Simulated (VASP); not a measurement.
Input:

```yaml
crystal:
  lattice:
    - [-1.98349, 5.82457, 2.74400]
    - [1.98349, -5.82457, 2.74400]
    - [1.98349, 5.82457, -2.74400]
  atoms:
    - { symbol: Cu, position: [0.09499, 0.26204, 0.83295] }
    - { symbol: Cu, position: [0.42909, 0.26204, 0.16705] }
    - { symbol: Ge, position: [0.73405, 0.23405, 0.50000] }
    - { symbol: Se, position: [0.66824, 0.99663, 0.67161] }
    - { symbol: Se, position: [0.32502, 0.99663, 0.32839] }
    - { symbol: Se, position: [0.01061, 0.01061, 0.00000] }
```

All values below come from PBEsol GGA, VASP's PBE PAW potentials (set 64) (plane waves; VASP). Numerical set-up: 400 eV cut-off, 11×11×11 Γ-centred mesh, tetrahedra with Blöchl corrections, potentials Cu Ge_d Se.

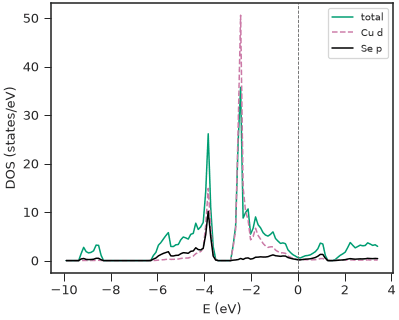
Figure. Total and projected density of states, zero at the Fermi level

Within 2 eV below the Fermi level the largest weight inside VASP's projection spheres is Cu d, then Se p.

It has no gap at this level: it comes out as a metal or semimetal.

The structure comes from a computed database's Cu2GeSe3 entry (Imm2); how it stands against other phases isn't given here. It was relaxed first.
